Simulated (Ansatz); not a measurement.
Relaxed MoTe₂ (2H-MoS2 type, space group P6_3/mmc):

```
CELL_PARAMETERS angstrom
      3.54214     0.00000     0.00000
     -1.77107     3.06758     0.00000
      0.00000     0.00000    14.18192
ATOMIC_POSITIONS crystal
  Mo 0.33333 0.66667 0.75000
  Mo 0.66667 0.33333 0.25000
  Te 0.33333 0.66667 0.12347
  Te 0.66667 0.33333 0.62347
  Te 0.66667 0.33333 0.87653
  Te 0.33333 0.66667 0.37653
```

In each cell atom 5 (Te, nearest neighbour Mo at 2.721 Å; its periodic images, 3.5 Å or more away, move with it) moves by s·(0.577, 0.577, 0.577) (along Cartesian [111]), the rest being held.

Calculation: r2SCAN+rVV10 (plane waves to 500 eV, PAW, scalar-relativistic; Ansatz, a quantum-chemistry and plane-wave program). k mesh 9×9×2 (Γ-centred), Fermi-Dirac smearing 0.05 eV. E stands for the smeared free energy. Left out: 1 of 11 points, with atoms too close for the PAW data. As the smearing reaches across the gap at some points, energies and forces of such displacements shift with the k mesh and the smearing. MoTe2 is run without spin polarisation. MoTe2 was relaxed with its symmetry unable to fall. Spin-orbit coupling is left out, though Te is heavy. The zero of ΔE is the undisplaced structure.

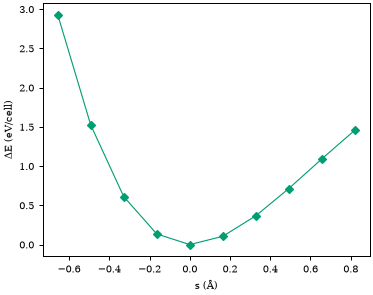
Figure. ΔE (eV/cell) against s (Å); computed points joined by lines.

The force constant k = d²E/ds² at s = 0 (finite differences) is 8.95 eV/Å² and the force along the line at s = -0.656 Å comes out as 10.1 eV/Å. The energy at s = 0.820 Å comes out as 1457 meV/cell. Shape of the curve: a single well with its minimum at or next to zero displacement. Symmetry of the curve: not even: the negative side lies higher at ±0.656 Å.

The forces along the line at the two nearest points give (1.761 − (-1.198)) / (2·0.164) = 9.02 eV/Å²; the next pair corrects for the finite step.

(A displaced cell: forces are minus the slopes of the energy, force constants its curvatures, and phonons follow from these.)
